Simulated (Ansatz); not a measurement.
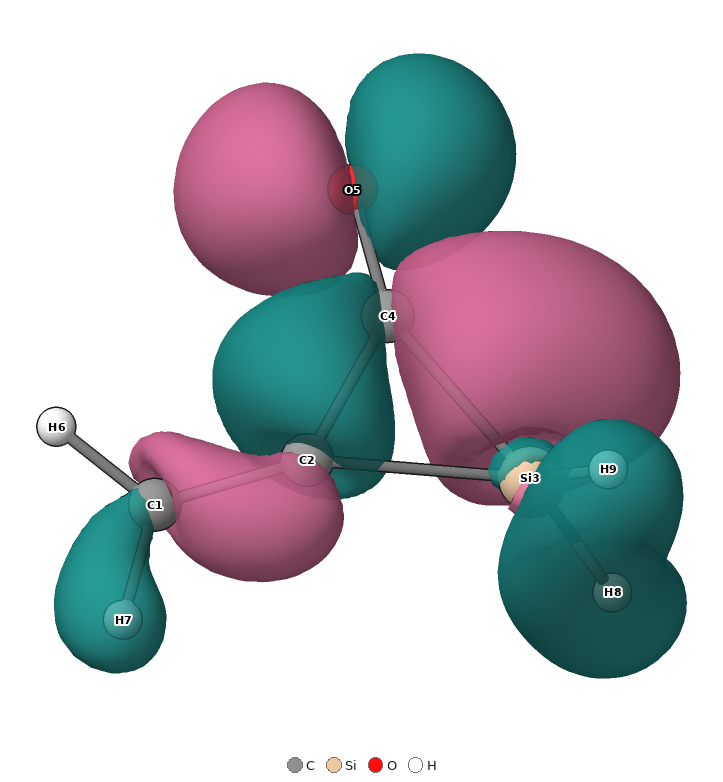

*C3H4OSi. One frontier orbital at ±0.08 Å⁻³ᐟ² (teal and pink are the two phases), seen at a tilt.*

Geometry: PBE0-D4/def2-TZVP.

Level of theory: Ansatz, RKS PBE0-D4/def2-TZVPP.

```yaml
atoms:
  - { symbol: C, position_ang: [-1.1709, 1.0614, -0.5316] }
  - { symbol: C, position_ang: [-0.2274, 0.2124, -0.1340] }
  - { symbol: Si, position_ang: [0.6350, -0.9614, 1.0213] }
  - { symbol: C, position_ang: [1.0220, -0.2992, -0.7197] }
  - { symbol: O, position_ang: [1.6571, -0.1896, -1.7271] }
  - { symbol: H, position_ang: [-1.1147, 1.5441, -1.5047] }
  - { symbol: H, position_ang: [-2.0264, 1.3057, 0.0918] }
  - { symbol: H, position_ang: [0.0405, -2.3043, 1.2412] }
  - { symbol: H, position_ang: [1.2734, -0.4153, 2.2458] }
```

**Which orbital is it: HOMO or LUMO?**

The HOMO, at −6.47 eV. By Hirshfeld shares it lies mainly on O5 (about 40 %), Si3 (about 20 %), C4 (about 20 %) and C2 (about 10 %).
